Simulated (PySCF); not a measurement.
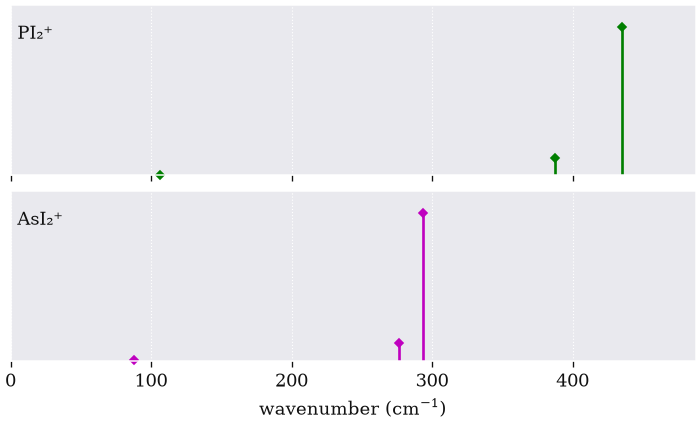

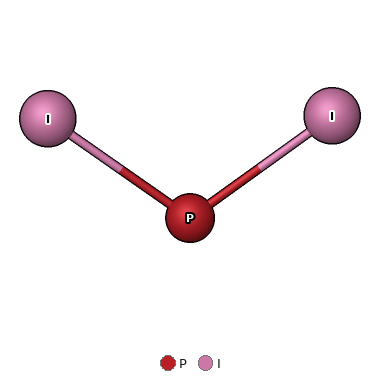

Harmonic infrared lines of PI₂⁺ and AsI₂⁺, all C2v singlets, each the lowest point that its search found (PI₂⁺ is drawn); the central atom changes down one group of the periodic table. PBE0/def2-TZVP (core potentials past Kr), PySCF, unscaled, no spin-orbit coupling; each panel is scaled to its strongest line, degenerate modes are one line with their intensities summed, and dots on the axis are modes too weak to show or inactive.

Question: How do the bond length and the stretches change along the series?

Answer: Mean bond length: PI₂⁺ 2.326, AsI₂⁺ 2.436 Å, rising down the group. Highest b2 mode: PI₂⁺ 435, AsI₂⁺ 293 cm⁻¹, falling down the group.
